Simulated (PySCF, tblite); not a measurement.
# C₃H₁₀O₄SSi: geometry, infrared bands, NMR shifts and electronic excitations, part 2 of 2

tblite 0.8.0 and PySCF 2.14.0. Atoms count from 0. Earlier steps stand in the parts before.

## 5. Nuclear shieldings: PBE0/pcSseg-1

Job settings and geometry (Å):

```
{"job": {"kind": "nmr", "xc": "PBE0", "basis": "pcSseg-1"}, "charge": 0, "multiplicity": 1}
C      3.480014    -0.327094    -0.220585
O      2.536322    -0.593983    -1.219125
Si     0.924807    -0.860356    -0.968680
O      0.298005     0.585865    -0.336992
C     -0.873251     1.175790    -0.723154
S     -2.285609     0.146650    -0.222841
C     -2.256278     0.183354     1.557892
O     -1.913299    -1.213943    -0.633128
O     -3.513808     0.772175    -0.700674
H      4.488185    -0.386132    -0.658065
H      3.348425     0.684168     0.203197
H      3.426293    -1.056293     0.609708
H      0.343576    -1.128339    -2.301419
H      0.769047    -1.923771     0.057402
H     -1.019851     1.257536    -1.817923
H     -0.998658     2.170939    -0.267408
H     -1.247688    -0.090058     1.893176
H     -2.549678     1.181414     1.905891
H     -2.987003    -0.571088     1.878596
```

Level: GIAO PBE0/pcSseg-1 NMR shielding, non-relativistic, gas phase.

The log of the run:

```text
coarse grid: 17056 points
cycle   1  E = -1107.6805718900  dE =  1.760e+00  |g| = 1.385e+00  |ddm| = 3.999e+00
cycle   2  E = -1106.8583061860  dE =  8.223e-01  |g| = 2.525e+00  |ddm| = 3.072e+00
cycle   3  E = -1108.0140125415  dE = -1.156e+00  |g| = 2.214e-01  |ddm| = 2.211e+00
cycle   4  E = -1108.0217079993  dE = -7.695e-03  |g| = 1.231e-01  |ddm| = 2.699e-01
cycle   5  E = -1108.0244461262  dE = -2.738e-03  |g| = 2.670e-02  |ddm| = 1.022e-01
cycle   6  E = -1108.0245843699  dE = -1.382e-04  |g| = 5.185e-03  |ddm| = 2.432e-02
cycle   7  E = -1108.0245894226  dE = -5.053e-06  |g| = 1.397e-03  |ddm| = 4.140e-03
final grid: 155848 points
cycle   8  E = -1108.1207210424  dE = -1.821e-05  |g| = 1.521e-02  |ddm| = 2.631e-02
cycle   9  E = -1108.1206669273  dE =  5.412e-05  |g| = 2.282e-02  |ddm| = 2.589e-02
cycle  10  E = -1108.1207627932  dE = -9.587e-05  |g| = 2.973e-03  |ddm| = 1.703e-02
cycle  11  E = -1108.1207644317  dE = -1.638e-06  |g| = 3.582e-04  |ddm| = 2.292e-03
cycle  12  E = -1108.1207644479  dE = -1.612e-08  |g| = 2.031e-04  |ddm| = 3.991e-04
cycle  13  E = -1108.1207644552  dE = -7.375e-09  |g| = 5.097e-05  |ddm| = 1.819e-04
cycle  14  E = -1108.1207644556  dE = -4.138e-10  |g| = 2.180e-05  |ddm| = 5.677e-05
converged SCF energy = -1108.1207644556

GIAO shielding tensors (ppm)
atom      isotropic    diamagn.    paramagn.     s11        s22        s33       span
  0 C      131.606     243.201    -111.596    105.122    107.121    182.575     77.453
  1 O      290.168     396.558    -106.391    196.950    319.235    354.319    157.369
  2 Si     372.776     881.778    -509.002    360.672    376.570    381.085     20.413
  3 O      286.637     404.388    -117.751    242.512    268.574    348.825    106.313
  4 C      100.334     250.179    -149.845     72.385     95.736    132.881     60.495
  5 S      182.087    1053.032    -870.945     20.489    189.684    336.088    315.599
  6 C      145.038     256.823    -111.785    114.556    132.920    187.637     73.081
  7 O      131.512     405.125    -273.614     60.162    141.199    193.173    133.010
  8 O      134.140     394.047    -259.907     55.295    135.465    211.659    156.364
  9 H       27.487      26.261       1.226     23.228     25.169     34.065     10.837
 10 H       27.540      30.321      -2.782     22.846     26.188     33.586     10.740
 11 H       27.801      29.248      -1.447     24.358     25.431     33.615      9.257
 12 H       26.630      31.057      -4.426     22.146     26.897     30.848      8.703
 13 H       26.495      32.516      -6.022     22.139     26.686     30.660      8.522
 14 H       27.036      30.848      -3.812     22.958     26.953     31.196      8.238
 15 H       26.804      30.909      -4.106     23.118     26.630     30.663      7.545
 16 H       28.439      34.052      -5.613     24.342     28.775     32.202      7.860
 17 H       29.137      29.239      -0.102     25.794     26.458     35.159      9.365
 18 H       28.582      27.363       1.218     25.813     26.721     33.210      7.398
```

Run time: 40 s. Hardware: 1 thread of Intel Xeon 6975P-C, shared host; peak memory 1 GiB.

The references, computed at this level on geometries of the same kind, shield at (ppm): 1H TMS 31.27, 13C TMS 184.4, 29Si TMS 352.0, 17O H2O 334.6, 33S CS2 496. Their shielding less the atom's gives the shift. The references are single molecules in the gas phase, so shifts against H2O, NH3, PH3, H3PO4 or CFCl3 are not on the usual liquid scales and can be off by tens of ppm. Atoms listed in one row are averaged.

```csv
atoms,environment,σ (ppm),δ (ppm),δ scaled to CDCl3
C4,sp3 CH2 bonded to O and S,100.3,84.1,77.6
C0,methyl carbon bonded to O,131.6,52.8,50.8
C6,methyl carbon bonded to S,145.0,39.4,34.2
"H12, H13",hydrogen on a silicon bonded to 2 O,26.56,4.70,–
"H14, H15",hydrogen on an sp3 CH2 bonded to O and S,26.92,4.35,4.34
"H9, H10, H11",hydrogen on a methyl carbon bonded to O,27.61,3.66,3.68
"H16, H17, H18",hydrogen on a methyl carbon bonded to S,28.72,2.55,2.63
"O7, O8",S=O oxygen,132.8,201.7,–
O3,"oxygen bonded to C, Si",286.6,47.9,–
O1,"oxygen bonded to C, Si",290.2,44.4,–
Si2,"silicon bonded to 2 O, 2 H",372.8,-20.8,–
S5,sulfone sulfur,182,314,–
```

The scaled column applies a straight-line fit of computed shieldings to shifts measured in CDCl3, with any fitted terms for Cl, Br or S neighbours (root-mean-square error 0.21 ppm for H, 2.0 ppm for C).

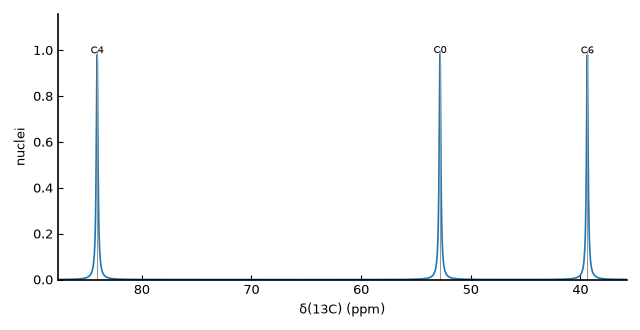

13C lines at the computed shifts, without couplings. Lines are broadened to a width of 0.18 ppm (Lorentzian).

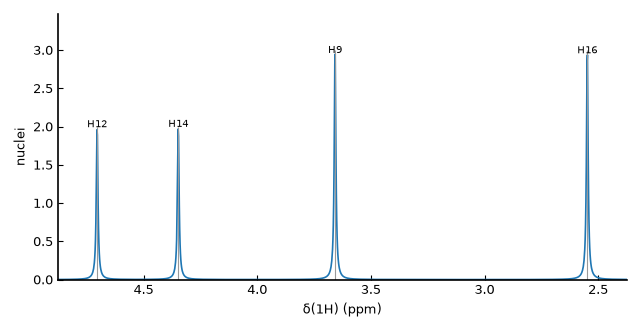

1H lines at the computed shifts, without couplings. Lines are broadened to a width of 0.01 ppm (Lorentzian).

The run also stored atomic charges by several schemes (e):

```csv
atoms,Mulliken,IAO,Hirshfeld,ESP fit
C0,-0.02,-0.19,-0.03,-0.05
O1,-0.63,-0.63,-0.23,-0.44
Si2,0.98,1.15,0.43,0.71
O3,-0.65,-0.63,-0.22,-0.29
C4,-0.01,-0.23,0.00,-0.27
S5,0.89,1.94,0.51,1.04
C6,-0.38,-0.63,-0.12,-0.56
"O7, O8",-0.55,-0.88,-0.31,-0.54
```

Hirshfeld charges:

C0 -0.03; O1 -0.23; Si2 0.43; O3 -0.22; C4 0.00; S5 0.51; C6 -0.12; O7 -0.30; O8 -0.32; H9 0.05; H10 0.04; H11 0.04; H12 -0.07; H13 -0.08; H14 0.06; H15 0.06; H16 0.06; H17 0.06; H18 0.07

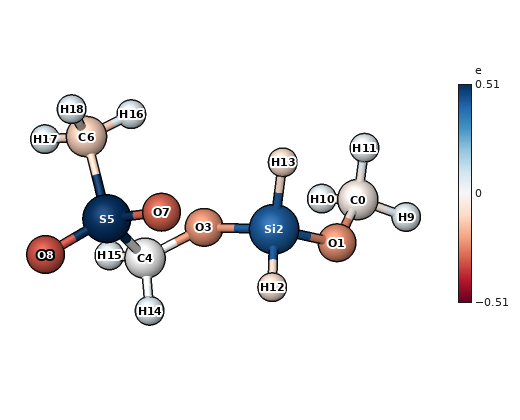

Hirshfeld charges, as colours on the atoms.

Mayer bond orders: C0–O1 0.90, O1–Si2 1.01, Si2–O3 0.80, O3–C4 0.96, C4–S5 0.83, S5–C6 0.89, S5–O7 1.61, S5–O8 1.72.

The fields below are evaluated on a grid from the run's orbitals.

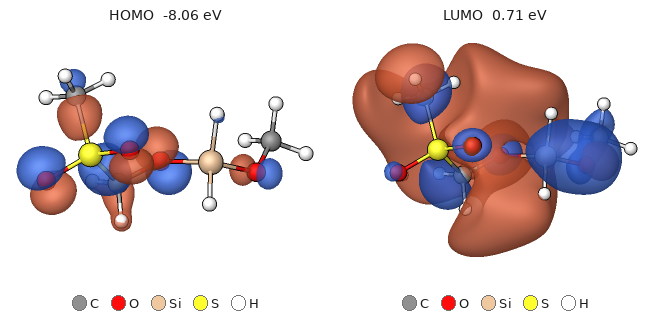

Frontier orbitals at PBE0/pcSseg-1; each surface holds 70 % of the orbital's density, blue and red mark the sign.

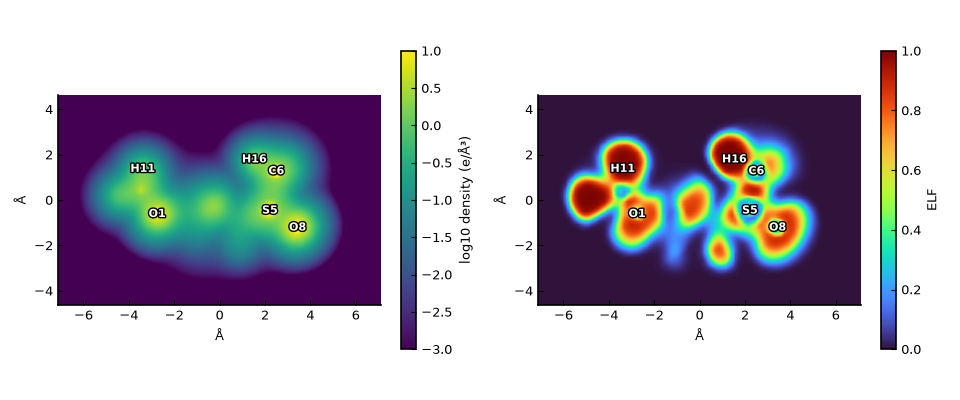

Density (left) and ELF (right) in a plane through or near 6 of the atoms.

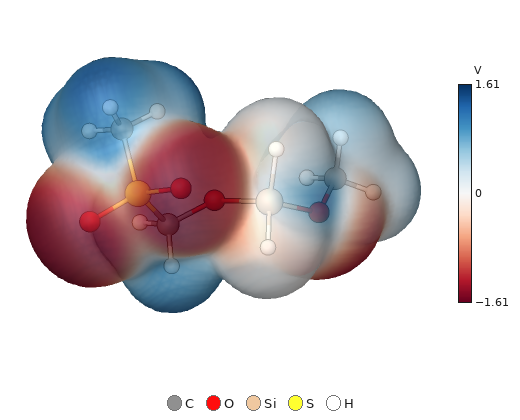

Electrostatic potential on the surface of density 0.002 e/bohr³; red is low, blue high. It runs from -1.61 V near O8 to 1.54 V near H15.

## 6. Ultraviolet spectrum: wB97X-D/def2-SVPD

The job, as its differences from that of step 5:

```diff
@@ -1,2 +1,2 @@
-{"job": {"kind": "nmr", "xc": "PBE0", "basis": "pcSseg-1"}, "charge": 0, "multiplicity": 1}
+{"job": {"kind": "uv", "xc": "wB97X-D", "basis": "def2-SVPD", "ip": true}, "charge": 0, "multiplicity": 1}
 C      3.480014    -0.327094    -0.220585
```

Level: TDDFT wB97X-D/def2-SVPD, vertical, gas phase, core orbitals frozen in the response.

The log of the run:

```text
coarse grid: 17056 points
cycle   1  E = -1107.7334096204  dE =  1.885e+00  |g| = 1.405e+00  |ddm| = 5.918e+00
cycle   2  E = -1107.3784203809  dE =  3.550e-01  |g| = 2.024e+00  |ddm| = 3.646e+00
cycle   3  E = -1108.1181673287  dE = -7.397e-01  |g| = 1.231e-01  |ddm| = 1.966e+00
cycle   4  E = -1108.1200630874  dE = -1.896e-03  |g| = 8.406e-02  |ddm| = 2.335e-01
cycle   5  E = -1108.1213658521  dE = -1.303e-03  |g| = 1.087e-02  |ddm| = 9.982e-02
cycle   6  E = -1108.1213931839  dE = -2.733e-05  |g| = 3.038e-03  |ddm| = 3.244e-02
cycle   7  E = -1108.1213956796  dE = -2.496e-06  |g| = 9.010e-04  |ddm| = 7.181e-03
final grid: 155848 points
cycle   8  E = -1108.2757089981  dE = -1.110e-04  |g| = 5.096e-03  |ddm| = 1.493e-01
cycle   9  E = -1108.2757117892  dE = -2.791e-06  |g| = 4.419e-03  |ddm| = 2.331e-02
cycle  10  E = -1108.2757158481  dE = -4.059e-06  |g| = 1.098e-03  |ddm| = 6.108e-03
cycle  11  E = -1108.2757160549  dE = -2.068e-07  |g| = 4.787e-04  |ddm| = 1.888e-03
cycle  12  E = -1108.2757161073  dE = -5.239e-08  |g| = 1.007e-04  |ddm| = 9.314e-04
cycle  13  E = -1108.2757161095  dE = -2.179e-09  |g| = 5.224e-05  |ddm| = 2.139e-04
cycle  14  E = -1108.2757161101  dE = -6.371e-10  |g| = 1.239e-05  |ddm| = 9.516e-05
converged SCF energy = -1108.2757161101

Static polarisability (au): isotropic 95.635, principal 85.864 89.706 111.337

Singlet excitations
state   eV       nm        f      main configurations
  1   7.6070    163.0   0.00183   H->L+1 0.47, H->L+5 0.16, H->L+2 0.12
  2   7.7435    160.1   0.02328   H->L 0.75
  3   7.9057    156.8   0.00718   H-1->L+1 0.48, H-1->L 0.34
  4   8.2113    151.0   0.00330   H-2->L 0.21, H-1->L+2 0.15, H-2->L+1 0.13
  5   8.3124    149.2   0.06800   H-1->L+2 0.21, H-2->L+1 0.21, H-2->L 0.10
  6   8.4060    147.5   0.02786   H->L+2 0.23, H->L+5 0.11, H->L+9 0.10
  7   8.4711    146.4   0.00910   H-3->L+1 0.27, H-3->L 0.16
  8   8.5346    145.3   0.00497   H-2->L+2 0.11, H-2->L 0.09, H-2->L+5 0.08
  9   8.7331    142.0   0.10326   H->L+3 0.36, H->L+8 0.11
 10   8.7753    141.3   0.00902   H->L+4 0.32, H->L+2 0.14

Triplet excitations (Tamm-Dancoff, eV): 7.3173 7.5710 7.7210 7.8745
Vertical ionisation energy (delta-SCF) = 10.1841 eV
```

It took 7.5 min on 1 thread of Intel Xeon 6975P-C, shared host; peak memory 1.3 GiB.

The orbitals next to the gap, with their largest atomic shares:

```csv
orbital,eV,atoms
HOMO−3,-10.97,"O8 45 %, O7 35 %, S5 6 %"
HOMO−2,-10.73,"O1 29 %, O7 11 %, O3 11 %"
HOMO−1,-10.37,"O1 53 %, C0 13 %, Si2 8 %"
HOMO,-10.03,"O3 21 %, O8 21 %, O7 15 %"
LUMO,1.69,"S5 21 %, Si2 12 %, C6 8 %"
LUMO+1,2.06,"S5 22 %, Si2 17 %, C0 9 %"
LUMO+2,2.35,"Si2 22 %, S5 21 %, O1 9 %"
```

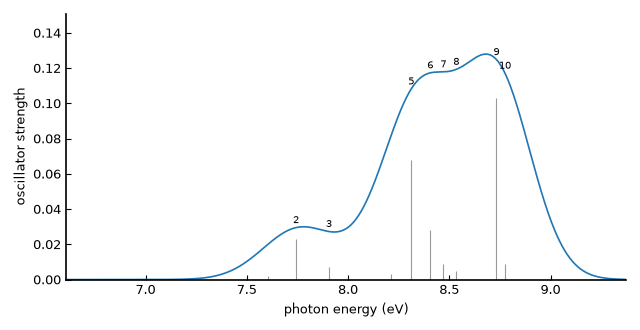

Absorption spectrum from the 10 singlet states computed; above the last one it falls off for lack of states. Lines are broadened to a width of 0.40 eV (Gaussian).

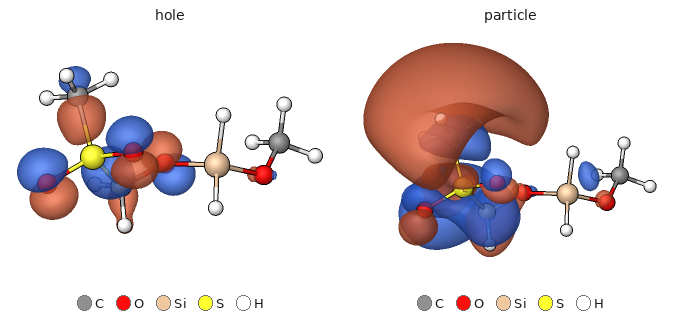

Leading natural transition orbitals of singlet state 9: the electron leaves the hole (left) for the particle orbital (right).

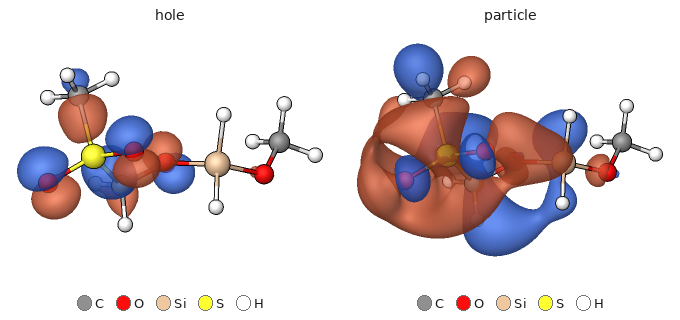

Leading natural transition orbitals of singlet state 1: the electron leaves the hole (left) for the particle orbital (right).

Ground-state properties from the same run:

```csv
property,computed
dipole moment (D),4.36
polarisability (Å³),14.17
HOMO–LUMO gap (eV),11.72
−ε(HOMO) (eV),10.03
```

## 7. Nuclear shieldings: B3LYP/pcSseg-1

The job, as its differences from that of step 6:

```diff
@@ -1,2 +1,2 @@
-{"job": {"kind": "uv", "xc": "wB97X-D", "basis": "def2-SVPD", "ip": true}, "charge": 0, "multiplicity": 1}
+{"job": {"kind": "nmr", "xc": "B3LYP", "basis": "pcSseg-1", "pop": false}, "charge": 0, "multiplicity": 1}
 C      3.480014    -0.327094    -0.220585
```

Level: GIAO B3LYP/pcSseg-1 NMR shielding, non-relativistic, gas phase.

The log of the run:

```text
coarse grid: 17056 points
cycle   1  E = -1108.3754970024  dE =  1.767e+00  |g| = 1.523e+00  |ddm| = 4.016e+00
cycle   2  E = -1107.1740068725  dE =  1.201e+00  |g| = 2.959e+00  |ddm| = 3.632e+00
cycle   3  E = -1108.7661214001  dE = -1.592e+00  |g| = 2.766e-01  |ddm| = 2.735e+00
cycle   4  E = -1108.7779590849  dE = -1.184e-02  |g| = 1.629e-01  |ddm| = 3.499e-01
cycle   5  E = -1108.7827605491  dE = -4.801e-03  |g| = 3.944e-02  |ddm| = 1.380e-01
cycle   6  E = -1108.7830585393  dE = -2.980e-04  |g| = 7.206e-03  |ddm| = 3.501e-02
cycle   7  E = -1108.7830682824  dE = -9.743e-06  |g| = 1.649e-03  |ddm| = 5.609e-03
final grid: 155848 points
cycle   8  E = -1108.8877073296  dE = -2.402e-05  |g| = 8.733e-03  |ddm| = 1.960e-02
cycle   9  E = -1108.8876827920  dE =  2.454e-05  |g| = 1.422e-02  |ddm| = 1.619e-02
cycle  10  E = -1108.8877220044  dE = -3.921e-05  |g| = 2.146e-03  |ddm| = 1.133e-02
cycle  11  E = -1108.8877228645  dE = -8.601e-07  |g| = 2.619e-04  |ddm| = 1.629e-03
cycle  12  E = -1108.8877228723  dE = -7.804e-09  |g| = 1.831e-04  |ddm| = 3.336e-04
cycle  13  E = -1108.8877228779  dE = -5.599e-09  |g| = 5.032e-05  |ddm| = 1.624e-04
cycle  14  E = -1108.8877228783  dE = -4.484e-10  |g| = 1.539e-05  |ddm| = 5.524e-05
converged SCF energy = -1108.8877228783

GIAO shielding tensors (ppm)
atom      isotropic    diamagn.    paramagn.     s11        s22        s33       span
  0 C      125.740     242.001    -116.262     98.868    100.853    177.498     78.630
  1 O      284.262     397.345    -113.083    192.270    313.147    347.368    155.098
  2 Si     365.422     881.840    -516.418    352.859    368.557    374.850     21.991
  3 O      280.253     405.505    -125.252    236.230    262.358    342.172    105.942
  4 C       93.380     250.098    -156.718     64.677     88.582    126.881     62.204
  5 S      160.401    1053.098    -892.697     -4.886    167.075    319.013    323.899
  6 C      139.041     256.042    -117.000    107.661    126.608    182.854     75.193
  7 O      126.249     406.486    -280.237     57.258    136.511    184.978    127.720
  8 O      128.487     394.663    -266.176     51.764    130.492    203.204    151.441
  9 H       27.574      26.247       1.327     23.406     25.338     33.977     10.571
 10 H       27.614      30.559      -2.944     23.034     26.224     33.586     10.552
 11 H       27.879      29.427      -1.548     24.558     25.476     33.602      9.044
 12 H       26.844      31.411      -4.568     22.380     27.108     31.042      8.662
 13 H       26.686      32.971      -6.285     22.358     26.855     30.846      8.488
 14 H       27.152      31.018      -3.866     23.145     27.104     31.207      8.062
 15 H       26.898      31.199      -4.301     23.317     26.798     30.580      7.264
 16 H       28.539      34.663      -6.125     24.579     28.910     32.127      7.547
 17 H       29.246      29.369      -0.123     26.049     26.674     35.014      8.965
 18 H       28.737      27.410       1.327     26.133     27.018     33.061      6.928
```

It took 29 s on 1 thread of Intel Xeon 6975P-C, shared host; peak memory 1.2 GiB.

This run: δ C4 85.9, C0 53.5, C6 40.2, O7 206.7, H12 4.62, H14 4.36 ppm (means over like atoms).

## 8. Comparing the runs: NMR shifts

Shifts (ppm) of some atoms, chosen among heavy atoms and hydrogens apart, means over like atoms, with basis size and wall time:

```csv
run,H12,H9,O7,O3,O1,Si2,S5,functions,time
PBE0/pcSseg-1,4.70,3.66,201.7,47.9,44.4,-20.8,314,217,40 s
B3LYP/pcSseg-1,4.62,3.69,206.7,53.8,49.8,-27.6,325,217,29 s
```

## 9. What came out

What follows sums up all 2 parts.

```
                                                               quantity                        value
                              strongest single infrared mode (GFN2-xTB)        1256 cm⁻¹, 601 km/mol
                                           zero-point energy (GFN2-xTB)                85.3 kcal/mol
                                                            point group                           C1
                                   rotational constants (main isotopes)         3.10, 0.57, 0.55 GHz
                                 13C shifts against TMS (PBE0/pcSseg-1)         84.1, 52.8, 39.4 ppm
 1H shifts against TMS (PBE0/pcSseg-1, means over atoms taken as alike)   4.70, 4.35, 3.66, 2.55 ppm
17O shifts against H2O (PBE0/pcSseg-1, means over atoms taken as alike)        201.7, 47.9, 44.4 ppm
                                29Si shifts against TMS (PBE0/pcSseg-1)                    -20.8 ppm
                                 33S shifts against CS2 (PBE0/pcSseg-1)                      314 ppm
                                  surface potential, least and greatest           -1.61 V and 1.54 V
                                     lowest singlet (wB97X-D/def2-SVPD)  7.61 eV (163 nm), f = 0.002
                               brightest single state of those computed  state 9, 8.73 eV, f = 0.103
                                                         lowest triplet                      7.32 eV
                                      vertical ionisation energy (ΔSCF)                     10.18 eV
                                               range of the shift of S5               314 to 325 ppm
```

In words: The optimisation took 236 steps and gained 1.472 eV; among the close pairs (by a distance rule), O1–Si2 changed most, from 1.724 to 1.623 Å (GFN2-xTB). All 51 modes are real, so the xTB geometry is a minimum. The strongest single mode, at 1256 cm⁻¹, is spread over several atoms, S5, O8, O7, O3 among them. Unscaled tight-binding wavenumbers are off by several per cent, some by more. Its intensities can rank the bands wrongly. Over 28 steps the energy fell by 0.662 eV; of the close pairs, Si2–O3 changed most, 1.608 to 1.698 Å (PBE0/def2-SVP). C4 (sp3 CH2 bonded to O and S) lies farthest downfield among carbon, at 84.1 ppm; pulled downfield by the heteroatom. At PBE0/pcSseg-1: The widest tensor belongs to S5: span 316 ppm, with a paramagnetic part of -871 ppm. The first singlet state (HOMO→LUMO+1 0.47, HOMO→LUMO+5 0.16) lies at 7.61 eV and is weak; of the 10 states computed, the strongest absorption comes from state 9 at 8.73 eV. The lowest triplet lies 0.29 eV below the lowest singlet (triplets in Tamm-Dancoff, singlets in full TDDFT). ΔSCF puts the ionisation energy at 10.18 eV, 0.16 eV above −ε(HOMO). In ppm, S5 moves most: its shift spreads over 11 ppm, from 314 (PBE0/pcSseg-1) to 325 (B3LYP/pcSseg-1).
